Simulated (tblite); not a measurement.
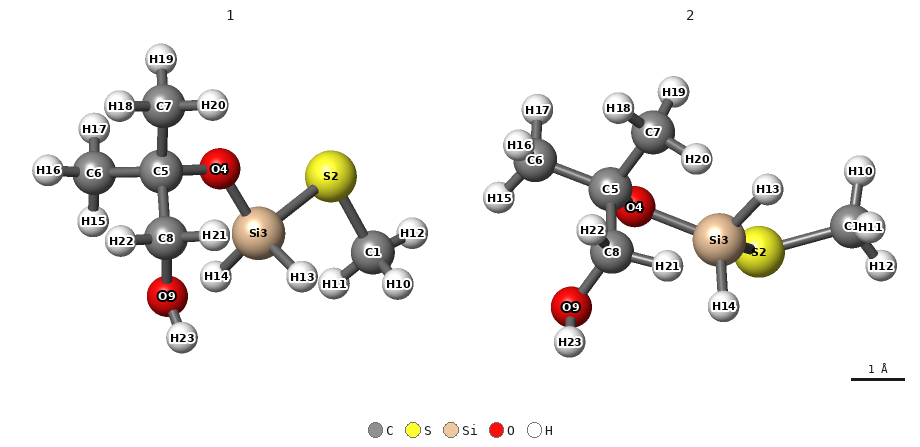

Two geometries of C₅H₁₄O₂SSi, drawn at one scale. One is the start of a relaxation, the other its converged end. The picture is a ball-and-stick view, seen at a tilt.

Level of theory: tblite 0.8.0, GFN2-xTB geometry optimisation, gas phase. 

### Which one is relaxed?

Structure 1 is the relaxed one. The energy falls by 115.6 kJ/mol in 226 geometry steps. The largest move after the best rigid fit is that of H11, 2.46 Å. By element the largest moves are H 2.46 Å, S 1.73 Å, O 1.36 Å, C 0.95 Å, Si 0.13 Å. Among the contacts that change: Si3–O9 3.526 → 2.624 Å, Si3–O4 1.729 → 1.605 Å, C1–H11 1.126 → 1.085 Å, C1–H10 1.117 → 1.085 Å. Bond angles that change, for instance: Si3–O4–C5 110.7° → 127.7°, C1–S2–Si3 105.7° → 96.8°, S2–Si3–O4 108.6° → 99.7°. Groups turn about O4–C5 by about 95°, C1–S2 by about 40°, S2–Si3 by about 35°. The run took 3.9 s on 1 thread of Intel(R) Xeon(R) Processor @ 2.70GHz (shared host).
